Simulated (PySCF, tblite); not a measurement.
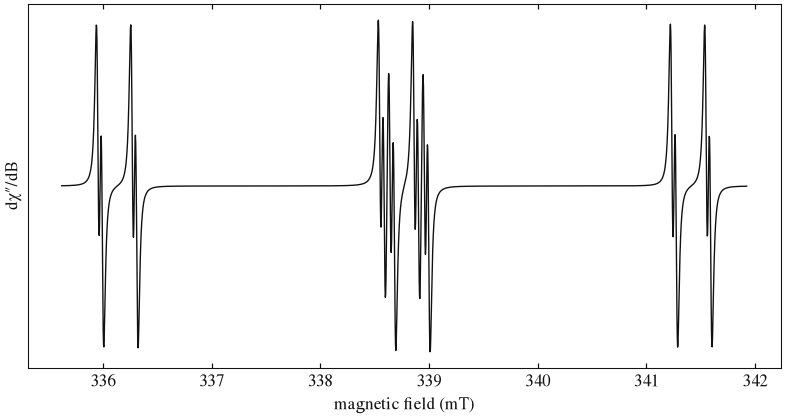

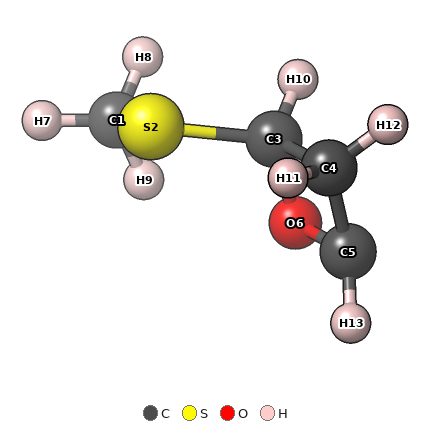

First-order isotropic EPR spectrum (fast tumbling, first derivative) of C₄H₇OS, SMILES CS[C@H]1C[CH]O1, doublet at 9.50 GHz, Lorentzian lines of 0.04 mT full width at half height, from computed g and hyperfine couplings (B3LYP/pcH-1, PySCF, at a GFN2-xTB geometry (a minimum by its frequencies), gas phase); values of one conformer, averaged over methyl-type rotors alone; other conformers aren't averaged in; no vibrational averaging; dilute isotopes left out. The SMILES is one Lewis form and needn't show where the spin sits.

Question: Which couplings does the calculation give? The spectrum shows the sizes of those above the line width, not their signs.

Answer:
| nuclei | isotope | a (mT) | a (MHz) |
| --- | --- | --- | --- |
| H12 | ¹H | 2.69 | 75.4 |
| H11 | ¹H | 2.60 | 72.8 |
| H13 | ¹H | −0.31 | −8.8 |
| H10 | ¹H | −0.04 | −1.1 |

Question: What is the g value, and how wide is the spectrum?

Answer: g_iso = 2.0036, which centres the spectrum at 338.8 mT; it spans 5.7 mT.

Note: the tight-binding geometry is rougher than a DFT one and adds to the error.
